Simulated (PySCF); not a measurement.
**C7H16Si2: density, localisation and related maps**

```yaml
atoms:
  - { symbol: C, position_ang: [4.3591, -0.3777, 0.0973] }
  - { symbol: C, position_ang: [2.9640, 0.0634, 0.5251] }
  - { symbol: C, position_ang: [2.6118, 1.4492, -0.0083] }
  - { symbol: Si, position_ang: [0.8537, 2.0038, 0.4659] }
  - { symbol: C, position_ang: [-0.3444, 0.7953, -0.2639] }
  - { symbol: C, position_ang: [-1.1192, -0.0005, -0.7484] }
  - { symbol: Si, position_ang: [-2.3535, -1.1855, -1.4563] }
  - { symbol: C, position_ang: [-4.0337, -0.8023, -0.6430] }
  - { symbol: C, position_ang: [-4.0137, -0.9802, 0.8710] }
  - { symbol: H, position_ang: [5.1092, 0.3255, 0.4550] }
  - { symbol: H, position_ang: [4.5912, -1.3613, 0.5005] }
  - { symbol: H, position_ang: [4.4268, -0.4269, -0.9880] }
  - { symbol: H, position_ang: [2.2305, -0.6607, 0.1623] }
  - { symbol: H, position_ang: [2.9080, 0.0691, 1.6164] }
  - { symbol: H, position_ang: [3.3415, 2.1707, 0.3667] }
  - { symbol: H, position_ang: [2.7135, 1.4452, -1.0960] }
  - { symbol: H, position_ang: [0.5749, 3.3357, -0.0871] }
  - { symbol: H, position_ang: [0.6865, 1.9992, 1.9262] }
  - { symbol: H, position_ang: [-2.4376, -0.9821, -2.9086] }
  - { symbol: H, position_ang: [-1.9276, -2.5571, -1.1446] }
  - { symbol: H, position_ang: [-4.8063, -1.4461, -1.0682] }
  - { symbol: H, position_ang: [-4.3250, 0.2243, -0.8752] }
  - { symbol: H, position_ang: [-3.2664, -0.3294, 1.3206] }
  - { symbol: H, position_ang: [-3.7706, -2.0076, 1.1353] }
  - { symbol: H, position_ang: [-4.9837, -0.7398, 1.3051] }
```

Geometry: GFN2-xTB.

Method: PBE0/pcSseg-1, SCF density, gas phase, non-relativistic in PySCF 2.14.0.

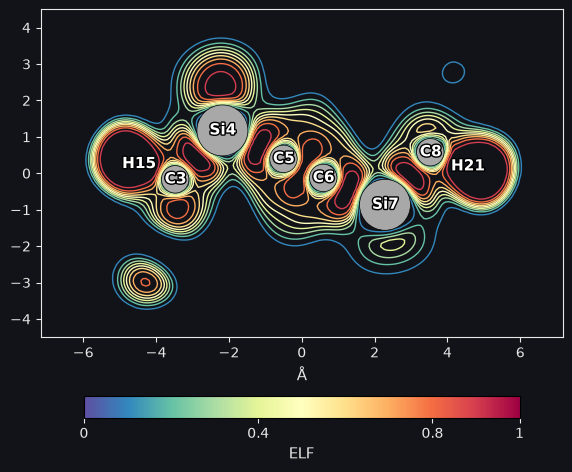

Figure 1. ELF on the plane of atoms Si7, C8 and H21. Grey discs cover the atomic cores.

### Read the bonding off the picture.

Atoms in the plane: C, Si and H.
C–C (1.21 Å): the ELF peaks at about 0.85 between the atoms (a multiple bond).
C–Si (1.85 Å): the ELF peaks at about 0.95 between the atoms; a shared electron pair.
C–H (1.09 Å): the ELF climbs to about 1 towards the hydrogen, as it does in any bond to H: an ordinary covalent bond to hydrogen.
C–Si (1.90 Å): the ELF peaks at about 0.95 between the atoms, as expected for a shared electron pair.

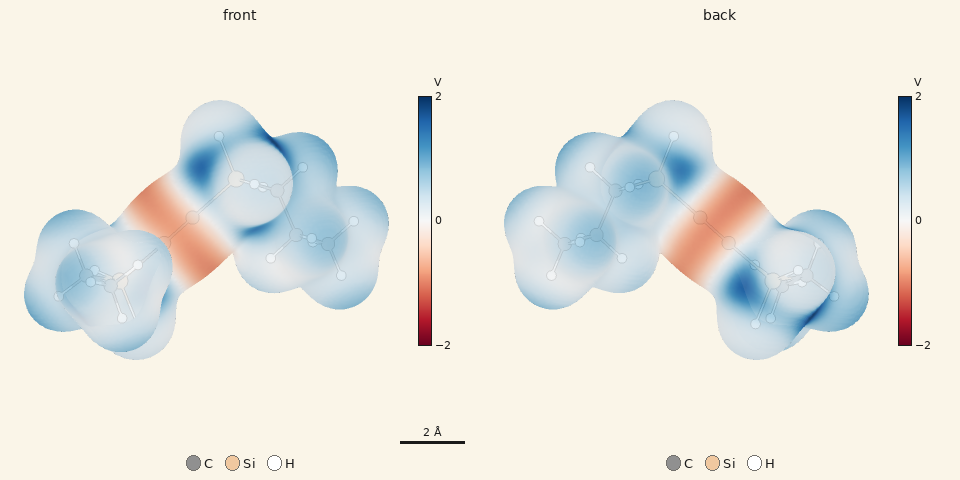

Figure 2. The electrostatic potential painted on the density surface at 0.004 e/bohr³, seen from the front and from behind; the colour scale runs from red (negative) to blue (positive).

### Which sites attract a positive test charge, and which a negative one?

A positive charge is drawn to the negative regions and a negative charge to the positive ones. The most negative region (about −0.9 V) lies over C5 and C6, the most positive (about +1.8 V) over Si4 and Si7.
